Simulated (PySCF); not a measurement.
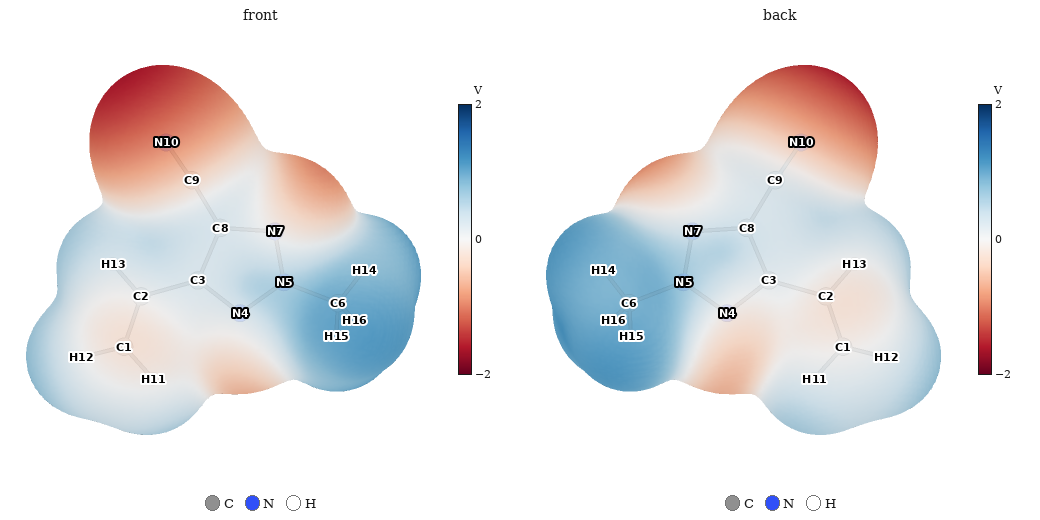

*C6H6N4 (SMILES C=Cc1nn(C)nc1C#N). The electrostatic potential painted on the density surface at 0.001 e/bohr³, seen from the front and from behind; red is negative and blue positive.*

Geometry: GFN2-xTB.

Computed with PySCF 2.14.0, B3LYP/def2-SVPD, SCF density, gas phase.

```xyz
16

C    -2.1474   -1.9398    0.0252
C    -1.9443   -0.6278    0.0161
C    -0.6331   -0.0285    0.0015
N     0.5228   -0.6898   -0.0047
N     1.4516    0.2340   -0.0230
C     2.8463   -0.0830   -0.0119
N     1.0198    1.4649   -0.0280
C    -0.3094    1.3565   -0.0132
C    -1.2009    2.4373   -0.0145
N    -1.9781    3.2803   -0.0132
H    -1.3195   -2.6280    0.0232
H    -3.1389   -2.3570    0.0358
H    -2.7654    0.0769    0.0183
H     3.3892    0.7215   -0.5044
H     2.9961   -1.0261   -0.5341
H     3.2036   -0.1824    1.0155
```

Which sites attract a positive test charge, and which a negative one?

Answer. A positive charge is drawn to the negative regions and a negative charge to the positive ones. The most negative region (about −1.6 V) lies over N10, the most positive (about +1.1 V) over C6, H14, H15 and H16. N10 is the likeliest acceptor of a hydrogen bond.

What dipole moment does the calculation give?

Answer. Its dipole moment is 4.92 D.
